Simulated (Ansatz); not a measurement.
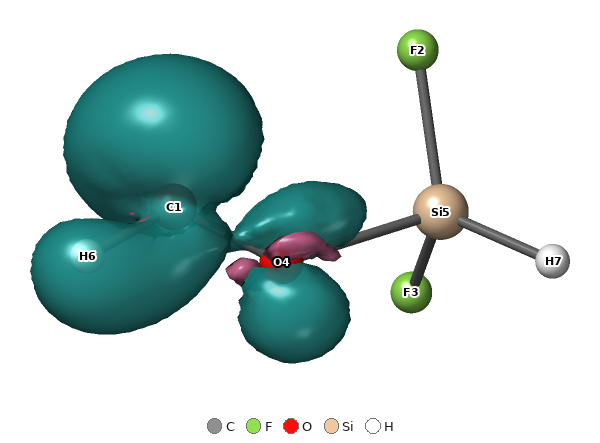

The picture shows: CH₂F₂OSi (SMILES [CH]=[O+][SiH](F)F) (charge +1, doublet). Isosurfaces of the spin density at +0.03 (teal) and −0.03 e/Å³ (pink), seen at a tilt.

Geometry: B3LYP-D3(BJ)/def2-SVP.

Computed with isolated molecule in a Gaussian basis; Kohn-Sham density functional theory, functional PBE0 in Ansatz 0.2.0.

```yaml
atoms:
  - { symbol: C, position_ang: [0.6385, 0.0746, 0.1986] }
  - { symbol: F, position_ang: [1.5531, 2.8919, -0.7485] }
  - { symbol: F, position_ang: [3.5466, 1.3002, -1.4385] }
  - { symbol: O, position_ang: [1.7724, 0.4712, 0.3105] }
  - { symbol: Si, position_ang: [2.7367, 1.9661, -0.2614] }
  - { symbol: H, position_ang: [0.2450, -0.8886, 0.6041] }
  - { symbol: H, position_ang: [3.4684, 2.3660, 0.9302] }
```

Where is the unpaired spin?

Answer. The unpaired spin (1 electron) lies mostly on C1 (about 0.7), O4 (about 0.2) and H6 (about 0.1), in electrons by Hirshfeld's partition.
